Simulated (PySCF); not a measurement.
FH3Si.

Method: BP86/def2-SVP; geometry: GFN2-xTB; program: PySCF. No frequency check shows the geometry to be a minimum.

Input

```python
import numpy as np
from pyscf import gto, scf, dft
from pyscf.scf import atom_ks, atom_hf
from scipy.linalg import block_diag

def solve(mol, dm0=None, hcore=None):
    mf = (dft.UKS if mol.spin else dft.RKS)(mol, xc='bp86')
    mf.grids.level = 3
    mf = mf.density_fit(auxbasis='def2-universal-jkfit')
    mf.conv_tol, mf.max_cycle = 1e-8, 80
    if hcore is not None:
        mf.get_hcore = lambda *args: hcore
    mf.kernel(dm0)
    if not mf.converged:
        mf = mf.newton().run(mf.mo_coeff, mf.mo_occ, max_cycle=30)
    assert mf.converged, 'SCF not converged'
    return mf

mol = gto.M(atom='''
Si    -0.51207    -0.00002    -0.00001
F      1.09367     0.00002     0.00015
H     -0.89072     1.14391    -0.81413
H     -0.89257     0.13320     1.39650
H     -0.89067    -1.27706    -0.58359
''', basis='def2-svp', charge=0, spin=0, verbose=4)
mf = solve(mol)
out = dict(e0=mf.e_tot, dm0=mf.make_rdm1(), c=mf.mo_coeff, occ=mf.mo_occ, eps=mf.mo_energy)
for name, dq, spin in [('cation', 1, 1), ('anion', -1, 1)]:
    ion = mol.copy().set(charge=mol.charge + dq, spin=spin).build()
    mi = solve(ion)
    if spin and dq > 0 and mol.nao < 130:
        c, _, stable, _ = mi.stability(return_status=True)
        if not stable:
            mi = solve(ion, mi.make_rdm1(c, mi.mo_occ))
    print(name, 'vertical energy change / eV', (mi.e_tot - mf.e_tot) * 27.211386)
    out.update({'e_' + name: mi.e_tot, 'dm_' + name: mi.make_rdm1(), 's2_' + name: mi.spin_square()[0], 'eps_' + name: mi.mo_energy, 'occ_' + name: mi.mo_occ})
# spherically averaged free atoms, for the promolecule
atm = atom_ks.get_atm_nrks(mol, xc='bp86')
pro = block_diag(*[(atm[a[0]][2] * atm[a[0]][3]) @ atm[a[0]][2].T for a in mol._atom])
np.savez('result.npz', pro=pro, **out)
```

Launched as:

```sh
OMP_NUM_THREADS=1 python input.py
```

The run took 110 s on 1 thread of Intel(R) Xeon(R) Processor @ 2.50GHz (Skylake/Cascade Lake), with other jobs on the host, peak memory 0.29 GiB.

Partitions, critical points and surface values were worked out afterwards from this run's density.

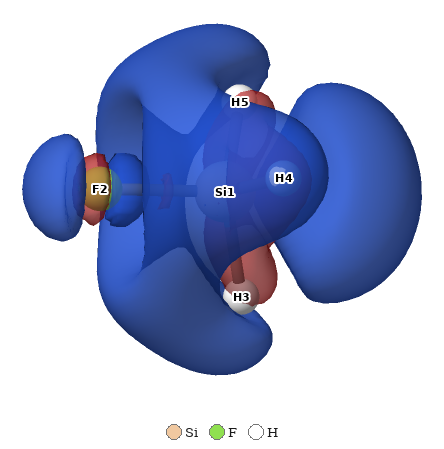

Fukui function f⁺ = ρ(N+1) − ρ(N) at fixed geometry, surfaces at ±0.015 e/Å³ (blue positive, red negative).

**On which atoms does the density change most on addition of an electron?**

f⁺ (Hirshfeld-condensed) is largest on Si1 (0.55); the vertical electron affinity is −2.21 eV (the stability of the anion's solution wasn't checked; negative, but this basis has no diffuse functions, so it doesn't show that the anion is unbound). Condensed values hint at sites of nucleophilic attack but needn't mark the atom that reacts. Orbital relaxation makes it negative in places (0.12 e in all).
